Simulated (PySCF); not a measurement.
SMILES CC(C[SiH2]C(=O)C)=O (C₅H₁₀O₂Si) at its GFN2-xTB optimised geometry (Å):

```
18

C      0.1409     2.7594    -1.7907
C      1.2887     1.7980    -1.6608
O      1.9013     1.3660    -2.6085
C      1.6028     1.3731    -0.2552
Si     1.0125    -0.4226     0.0000
C     -0.9220    -0.4226     0.0000
C     -1.6026    -1.7624     0.0060
O     -1.5469     0.6152     0.0000
H     -0.0875     2.9426    -2.8374
H      0.3968     3.7003    -1.3067
H     -0.7295     2.3467    -1.2837
H      2.6834     1.3875    -0.1160
H      1.1406     2.0392     0.4706
H      1.4728    -1.3118    -1.0638
H      1.4460    -0.9059     1.3162
H     -1.2343    -2.3467     0.8459
H     -1.3371    -2.2914    -0.9070
H     -2.6834    -1.6559     0.0678
```

Computed with B3LYP/def2-SVP run with PySCF. Cells within 0.4 Å of a nucleus heavier than hydrogen are left out (blank, or x).

Map of the HOMO−1 amplitude (bohr^(-3/2)), clipped to [-0.25, 0.25] on the plane z = 0.0 Å; orbital energy -6.74 eV, overall sign arbitrary:

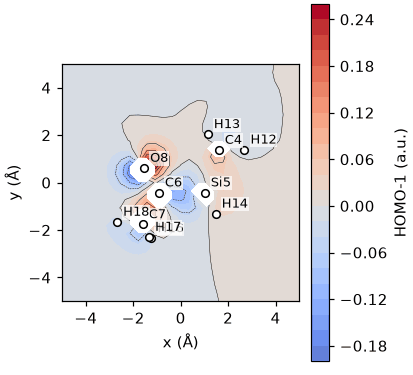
Fig. 1. HOMO−1 amplitude (bohr^(-3/2)), clipped to [-0.25, 0.25] on the plane z = 0.0 Å.
